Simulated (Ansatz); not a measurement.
Run report: TiNH$_{4}$Cl$_{3}$O, molecular dynamics (part 3 of 3)

The same run, continued: TiNH$_{4}$Cl$_{3}$O; RKS PBE0/def2-SVP (Ansatz 0.2.0). It belongs to a series of runs on one base structure; here: dynamics from the highest image of the converged band.

Geometry of the input (Å):
```
Ti 0.1560  -0.2788  0.1200
N  0.2288  -0.0583  2.1473
H  -0.6611  0.2198  2.5612
H  0.9211  0.6429  2.4209
Cl 1.9655  0.4472  -0.8219
Cl -1.2357  1.4260  -0.0206
Cl -1.0128  -1.6990  -1.1139
O  0.9389  -1.9633  1.0373
H  0.5405  -2.8268  0.8761
H  0.6477  -1.3780  1.9341
```

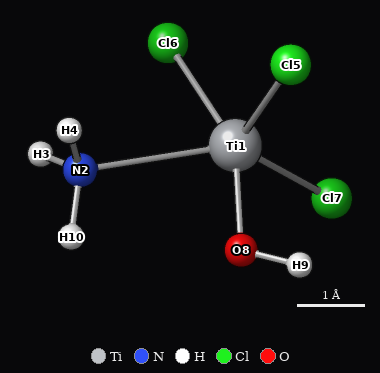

Fig. 1: The geometry at step 110 of the log (ball-and-stick view, seen at a tilt; atoms are numbered from 1 in the order of the input).

Trajectory as extended XYZ, continued
```
10
Properties=species:S:1:pos:R:3:forces:R:3 step=20 time_fs=10.0 energy=-64252.62071 temperature=69.7
Ti    0.1523   -0.2660    0.1151   -0.0849   0.0055   0.1290
N     0.2396   -0.0418    2.1653    0.2886  -0.4508  -0.0659
H    -0.6056    0.2131    2.6769   -0.0020   0.0762  -0.1768
H     0.9939    0.5831    2.4748   -0.1854  -0.1118  -0.1229
Cl    1.9879    0.4285   -0.8126   -0.1163   0.0404   0.0007
Cl   -1.2569    1.4282   -0.0155    0.0718  -0.0700  -0.0191
Cl   -1.0114   -1.7148   -1.1125    0.0403   0.1632   0.0012
O     0.9256   -1.9407    0.9964    0.0377   0.3059   0.3442
H     0.5918   -2.8173    0.7890   -0.1187  -0.1747  -0.0248
H     0.6175   -1.3754    1.9287    0.0690   0.2160  -0.0656
10
Properties=species:S:1:pos:R:3:forces:R:3 step=30 time_fs=15.0 energy=-64252.63098 temperature=79.7
Ti    0.1498   -0.2594    0.1135    0.0341  -0.3758  -0.0847
N     0.2490   -0.0453    2.1705    0.1625  -0.7783  -0.1519
H    -0.5819    0.2381    2.6865   -0.1293  -0.0507  -0.1276
H     1.0082    0.5526    2.4832    0.2453   0.1842  -0.0139
Cl    1.9980    0.4195   -0.8079   -0.1768   0.0744   0.0030
Cl   -1.2669    1.4287   -0.0132    0.0768  -0.0550   0.0236
Cl   -1.0104   -1.7214   -1.1118    0.0462   0.2533  -0.0068
O     0.9193   -1.9275    0.9796   -0.1240   0.0530   0.2119
H     0.5983   -2.8136    0.7540    0.0399   0.2537   0.0571
H     0.6193   -1.3176    1.9479   -0.1747   0.4413   0.0892
10
Properties=species:S:1:pos:R:3:forces:R:3 step=40 time_fs=20.0 energy=-64252.79529 temperature=238.4
Ti    0.1476   -0.2550    0.1113    0.4126  -1.4019  -0.5979
N     0.2629   -0.0595    2.1744    0.5416   0.4857   0.2937
H    -0.5788    0.2480    2.6643    0.0592  -0.2968  -0.0465
H     1.0451    0.5391    2.4771   -0.2992  -0.2220  -0.1364
Cl    2.0070    0.4110   -0.8033   -0.2103   0.1439  -0.0106
Cl   -1.2763    1.4288   -0.0107    0.0370   0.0166   0.1267
Cl   -1.0091   -1.7262   -1.1112    0.0169   0.3647  -0.0493
O     0.9118   -1.9113    0.9658   -0.1520   0.5284  -0.3289
H     0.6023   -2.7863    0.7200   -0.0300  -0.1108  -0.2311
H     0.5783   -1.1510    2.0046   -0.3759   0.4923   0.9804
10
Properties=species:S:1:pos:R:3:forces:R:3 step=50 time_fs=25.0 energy=-64253.01413 temperature=448.5
Ti    0.1475   -0.2577    0.1064    0.8673  -2.4626  -0.3938
N     0.2802   -0.0577    2.1820   -0.8512   1.9367   0.0598
H    -0.5781    0.2051    2.6414   -0.2559   0.3532   0.3536
H     1.0587    0.5125    2.4602    0.4048   0.5558   0.3864
Cl    2.0146    0.4035   -0.7987   -0.1705   0.2267  -0.0600
Cl   -1.2856    1.4291   -0.0073    0.0098   0.0628   0.2338
Cl   -1.0077   -1.7286   -1.1110   -0.0827   0.3767  -0.1812
O     0.9010   -1.8886    0.9471   -0.5518   0.4040  -0.5846
H     0.6097   -2.7554    0.6388    0.1425   0.1727  -0.3332
H     0.4996   -1.0274    2.2614    0.4876  -1.6258   0.5190
10
Properties=species:S:1:pos:R:3:forces:R:3 step=60 time_fs=30.0 energy=-64253.07602 temperature=510.0
Ti    0.1516   -0.2723    0.0997    0.9062  -2.2843   0.2369
N     0.2889   -0.0349    2.1995    0.0985  -1.3267   2.3624
H    -0.5927    0.2285    2.6708    0.5926   0.5612  -0.2343
H     1.0898    0.5582    2.5026   -0.8753  -0.1956  -0.0854
Cl    2.0211    0.3976   -0.7946   -0.1055   0.2659  -0.1415
Cl   -1.2947    1.4297   -0.0024    0.0897  -0.0302   0.2825
Cl   -1.0069   -1.7285   -1.1120   -0.2275   0.2607  -0.4015
O     0.8825   -1.8601    0.9200   -0.5780   0.1592  -0.5323
H     0.6489   -2.6909    0.4796    0.2195   0.2861  -0.1401
H     0.4874   -1.0512    2.5743   -0.1202   2.3035  -1.3467
10
Properties=species:S:1:pos:R:3:forces:R:3 step=70 time_fs=35.0 energy=-64253.30676 temperature=730.5
Ti    0.1602   -0.2981    0.0940    0.6065  -1.3197   0.5373
N     0.2934   -0.0162    2.2425   -0.8256   1.9665  -0.0445
H    -0.5333    0.3807    2.6716   -0.6091   0.1452  -0.0039
H     1.0097    0.6196    2.5443    0.8290   0.7185  -0.1023
Cl    2.0268    0.3934   -0.7914   -0.0577   0.2607  -0.2139
Cl   -1.3032    1.4300    0.0044    0.2234  -0.1891   0.3373
Cl   -1.0077   -1.7267   -1.1158   -0.4026   0.1392  -0.6839
O     0.8559   -1.8283    0.8855   -0.2165   0.1075  -0.2420
H     0.7344   -2.5760    0.2856    0.1742  -0.0442   0.0482
H     0.4994   -0.8514    2.7244    0.2784  -1.7846   0.3677
10
Properties=species:S:1:pos:R:3:forces:R:3 step=80 time_fs=40.0 energy=-64253.26355 temperature=690.3
Ti    0.1716   -0.3301    0.0909   -0.1495   0.5115   0.4566
N     0.2898    0.0297    2.2966    0.4321   1.0977   1.3017
H    -0.5460    0.5410    2.6511    0.2520  -0.9769  -0.1463
H     1.0175    0.7498    2.5372   -0.3284  -0.9844  -0.4741
Cl    2.0322    0.3909   -0.7896    0.0081   0.2243  -0.2722
Cl   -1.3101    1.4291    0.0136    0.3564  -0.3491   0.3838
Cl   -1.0112   -1.7239   -1.1243   -0.5662   0.0237  -0.9426
O     0.8264   -1.7973    0.8469    0.5600  -1.1031   0.1273
H     0.8648   -2.4494    0.1192    0.1122  -0.0031   0.5611
H     0.5305   -0.8576    2.8433   -0.6766   1.5594  -0.9954
10
Properties=species:S:1:pos:R:3:forces:R:3 step=90 time_fs=45.0 energy=-64253.22370 temperature=650.1
Ti    0.1821   -0.3596    0.0898   -1.1072   2.3244  -0.1237
N     0.2874    0.1007    2.3584   -0.3458  -0.7323  -1.4607
H    -0.5698    0.5380    2.6221   -0.8214   0.4287   0.4423
H     1.0331    0.7525    2.4515    0.9044   0.7317   0.3239
Cl    2.0375    0.3900   -0.7897    0.0275   0.1615  -0.2610
Cl   -1.3146    1.4258    0.0253    0.4451  -0.4930   0.3937
Cl   -1.0185   -1.7208   -1.1390   -0.5713   0.0255  -1.0110
O     0.8054   -1.7816    0.8122    1.3642  -1.9065   1.3568
H     1.0228   -2.3484    0.0555    0.0656  -0.4878   0.2510
H     0.4734   -0.7543    2.8720    0.0389  -0.0523   0.0887
10
Properties=species:S:1:pos:R:3:forces:R:3 step=100 time_fs=50.0 energy=-64253.10315 temperature=534.4
Ti    0.1874   -0.3780    0.0883   -1.4331   2.6600  -0.3097
N     0.2790    0.1750    2.3988   -0.2596  -0.1927  -0.8204
H    -0.6528    0.5676    2.6543    1.2923   0.2529  -0.1607
H     1.1163    0.8045    2.4213   -1.3301  -0.4229   0.4316
Cl    2.0431    0.3902   -0.7915   -0.0317   0.0937  -0.2117
Cl   -1.3162    1.4192    0.0397    0.4687  -0.5600   0.3466
Cl   -1.0295   -1.7175   -1.1605   -0.4202   0.1400  -0.8742
O     0.8046   -1.7947    0.7954    1.6950  -2.2016   1.4180
H     1.1871   -2.3362    0.0782   -0.1649  -0.2265   0.4471
H     0.4372   -0.6883    2.9364    0.1837   0.4570  -0.2665
10
Properties=species:S:1:pos:R:3:forces:R:3 step=110 time_fs=55.0 energy=-64253.28026 temperature=705.9
Ti    0.1858   -0.3838    0.0856   -0.8483   1.1872   0.1276
N     0.2652    0.2430    2.4184    0.1792  -2.8115  -0.8387
H    -0.5784    0.6945    2.6871   -0.9232   0.6284   0.3643
H     1.0404    0.8568    2.4871    0.9702   0.9547   0.2431
Cl    2.0483    0.3910   -0.7948   -0.2292   0.0106  -0.1253
Cl   -1.3146    1.4089    0.0565    0.4744  -0.5602   0.2588
Cl   -1.0434   -1.7133   -1.1879   -0.1449   0.3454  -0.5778
O     0.8274   -1.8378    0.8003    0.8979  -0.5779   1.1594
H     1.3260   -2.3938    0.1852   -0.1245  -0.2368   0.0921
H     0.4501   -0.6096    3.0023   -0.2516   1.0602  -0.7036
10
Properties=species:S:1:pos:R:3:forces:R:3 step=120 time_fs=60.0 energy=-64253.25465 temperature=680.7
Ti    0.1801   -0.3837    0.0835    0.0262  -0.5792   0.6707
N     0.2520    0.2941    2.4202    0.1574   2.7449  -0.6444
H    -0.5615    0.8781    2.7492    0.5933  -1.2609  -0.4660
H     1.0270    0.9944    2.5885   -0.6323  -1.1332  -0.5153
Cl    2.0519    0.3919   -0.7989   -0.4522  -0.0555  -0.0405
Cl   -1.3098    1.3947    0.0749    0.4245  -0.4949   0.1324
Cl   -1.0582   -1.7066   -1.2192    0.1352   0.5371  -0.2457
O     0.8641   -1.8901    0.8220    0.0124   1.0120   0.4876
H     1.4265   -2.4971    0.3229   -0.2033  -0.0034  -0.0277
H     0.4444   -0.4777    3.0266   -0.0614  -0.7670   0.6489
10
Properties=species:S:1:pos:R:3:forces:R:3 step=130 time_fs=65.0 energy=-64253.13778 temperature=568.7
Ti    0.1744   -0.3863    0.0846    0.6599  -1.6986   0.9081
N     0.2431    0.3664    2.4105    0.6020  -2.6144   0.7999
H    -0.5406    0.8828    2.7540   -1.1940   0.3364  -0.0024
H     0.9958    0.9977    2.6041    1.0613   0.5736  -0.2176
Cl    2.0525    0.3924   -0.8032   -0.6335  -0.0993   0.0436
Cl   -1.3021    1.3772    0.0943    0.3351  -0.4117   0.0097
Cl   -1.0722   -1.6964   -1.2522    0.3669   0.6549   0.0498
O     0.9014   -1.9281    0.8510   -0.5512   1.8280  -0.0104
H     1.4770   -2.6007    0.4583   -0.3146   0.2493  -0.0906
H     0.4052   -0.4226    3.1219   -0.3319   1.1818  -1.4900
10
Properties=species:S:1:pos:R:3:forces:R:3 step=140 time_fs=70.0 energy=-64253.08403 temperature=516.5
Ti    0.1719   -0.3971    0.0902    0.9738  -2.0196   0.9216
N     0.2400    0.4221    2.4057   -0.2958   1.5264  -1.0364
H    -0.6486    0.8903    2.7066    1.1684   0.0109  -0.6845
H     1.0747    1.0398    2.5472   -1.1418  -0.3667  -0.2054
Cl    2.0489    0.3922   -0.8073   -0.7267  -0.1243   0.1015
Cl   -1.2921    1.3569    0.1137    0.1824  -0.2958  -0.1149
Cl   -1.0837   -1.6817   -1.2848    0.5314   0.6765   0.2783
O     0.9297   -1.9383    0.8809   -1.1332   2.4170  -0.0740
H     1.4692   -2.6652    0.5616   -0.0620  -0.0193  -0.2951
H     0.3392   -0.3048    3.0577    0.5035  -1.8052   1.1089
10
Properties=species:S:1:pos:R:3:forces:R:3 step=150 time_fs=75.0 energy=-64253.16461 temperature=594.4
Ti    0.1741   -0.4178    0.1004    0.9993  -1.6265   0.6755
N     0.2356    0.4762    2.3934    0.4053  -3.4570   0.1374
H    -0.6378    0.9508    2.5446   -0.3213   0.4219   0.1808
H     1.0355    1.0832    2.4554    0.3317   0.4279   0.2209
Cl    2.0403    0.3912   -0.8108   -0.7435  -0.1471   0.1297
Cl   -1.2810    1.3346    0.1324   -0.0114  -0.1390  -0.2137
Cl   -1.0916   -1.6625   -1.3157    0.6388   0.6091   0.4394
O     0.9429   -1.9148    0.9091   -0.8876   1.6810  -0.2242
H     1.4221   -2.7025    0.6103   -0.3100   0.3661  -0.1156
H     0.3442   -0.3699    3.0523   -0.1012   1.8635  -1.2301
10
Properties=species:S:1:pos:R:3:forces:R:3 step=160 time_fs=80.0 energy=-64253.24274 temperature=670.3
Ti    0.1813   -0.4463    0.1138    0.5908  -0.4384   0.0754
N     0.2351    0.4978    2.3701    0.0856   2.4695  -2.9817
H    -0.6304    1.0610    2.4171    0.4068  -0.8240   0.3489
H     1.0142    1.1731    2.4077   -0.2376  -0.6248   0.0936
Cl    2.0267    0.3892   -0.8133   -0.6743  -0.1673   0.1204
Cl   -1.2699    1.3114    0.1496   -0.2350   0.0262  -0.3300
Cl   -1.0951   -1.6392   -1.3435    0.7131   0.4737   0.5499
O     0.9418   -1.8645    0.9350   -0.7504   0.9877   0.1896
H     1.3229   -2.6889    0.6196   -0.0572  -0.0422  -0.1570
H     0.3578   -0.2579    2.9583    0.1582  -1.8604   2.0910
10
Properties=species:S:1:pos:R:3:forces:R:3 step=170 time_fs=85.0 energy=-64253.31871 temperature=742.7
Ti    0.1912   -0.4767    0.1274   -0.3394   1.5290  -0.9125
N     0.2413    0.5237    2.3165    0.8653  -1.7190   0.7716
H    -0.6289    1.0638    2.3682    0.1477  -0.3976   0.2912
H     1.0139    1.1995    2.3885   -0.1660  -0.3686  -0.0050
Cl    2.0086    0.3861   -0.8151   -0.5052  -0.1652   0.0747
Cl   -1.2604    1.2883    0.1646   -0.4368   0.1471  -0.4307
Cl   -1.0939   -1.6127   -1.3677    0.7391   0.2742   0.5987
O     0.9307   -1.8023    0.9637    0.0809  -1.0624   0.8469
H     1.1994   -2.6578    0.6021   -0.0370   0.0884   0.0291
H     0.3604   -0.2337    3.0697   -0.3487   1.6740  -1.2641
10
Properties=species:S:1:pos:R:3:forces:R:3 step=180 time_fs=90.0 energy=-64253.20457 temperature=632.2
Ti    0.1993   -0.4995    0.1364   -1.2556   3.0542  -1.8656
N     0.2590    0.5293    2.2639   -0.0120   0.0950  -0.6524
H    -0.6323    1.0117    2.3731    0.1802   0.4072  -0.3305
H     1.0258    1.1886    2.3620    0.0152   0.3954  -0.2733
Cl    1.9871    0.3819   -0.8163   -0.2853  -0.1277   0.0076
Cl   -1.2539    1.2662    0.1767   -0.5921   0.2203  -0.5404
Cl   -1.0876   -1.5844   -1.3878    0.7359   0.0750   0.6031
O     0.9206   -1.7550    1.0056    0.7110  -2.5776   1.5631
H     1.0688   -2.6163    0.5862    0.0860   0.0065   0.1108
H     0.3170   -0.0255    3.0749    0.4167  -1.5483   1.3777
10
Properties=species:S:1:pos:R:3:forces:R:3 step=190 time_fs=95.0 energy=-64253.17186 temperature=601.3
Ti    0.2016   -0.5079    0.1366   -1.1187   2.5993  -1.4460
N     0.2806    0.5245    2.2159    0.2124   0.2373   2.6514
H    -0.6218    1.0433    2.3218    0.9757  -0.2870  -0.3939
H     1.0391    1.2496    2.2803   -0.8318  -0.7191  -0.2886
Cl    1.9636    0.3768   -0.8176   -0.0571  -0.0497  -0.0908
Cl   -1.2514    1.2456    0.1851   -0.7240   0.3495  -0.6580
Cl   -1.0764   -1.5555   -1.4038    0.6762  -0.0819   0.5495
O     0.9197   -1.7435    1.0698    0.3890  -2.0678   1.2586
H     0.9616   -2.5840    0.5916    0.1880  -0.2545   0.0503
H     0.3459    0.0153    3.1521    0.2903   0.2738  -1.6325
10
Properties=species:S:1:pos:R:3:forces:R:3 step=200 time_fs=100.0 energy=-64253.29888 temperature=722.8
Ti    0.1986   -0.5037    0.1300   -0.3328   0.9518   0.0270
N     0.3063    0.5184    2.1955    0.3394   0.1209  -1.0271
H    -0.5307    1.0724    2.2079   -0.9555  -0.0340   0.4158
H     0.9909    1.2495    2.1466    1.0773   0.3708  -0.1070
Cl    1.9398    0.3714   -0.8194    0.1746   0.0564  -0.2003
Cl   -1.2537    1.2274    0.1890   -0.8245   0.5054  -0.7378
Cl   -1.0606   -1.5271   -1.4161    0.5725  -0.2077   0.4473
O     0.9241   -1.7632    1.1509   -0.4838  -0.9470  -0.2447
H     0.8964   -2.5860    0.6230    0.2366   0.0541   0.3092
H     0.4517    0.0161    3.0374    0.1962  -0.8706   1.1176
```

Summary

- outcome: finished
- mean temperature over the second half: 608 K
- trajectory: 200 steps, 100 fs
- ensemble: nve
- temperature in the input: 100.0 K
- time step: 0.5 fs
- potential energy (last step): −64253.2990 eV
- mean-field energy (last step): −64253.2990 eV
- largest force (length of the vector) (last step): 1.430 eV/Å
- wall time: 13 min (CPU time 49 min)
- peak memory: 0.41 GiB

Notes

So short a trajectory is not equilibrated.
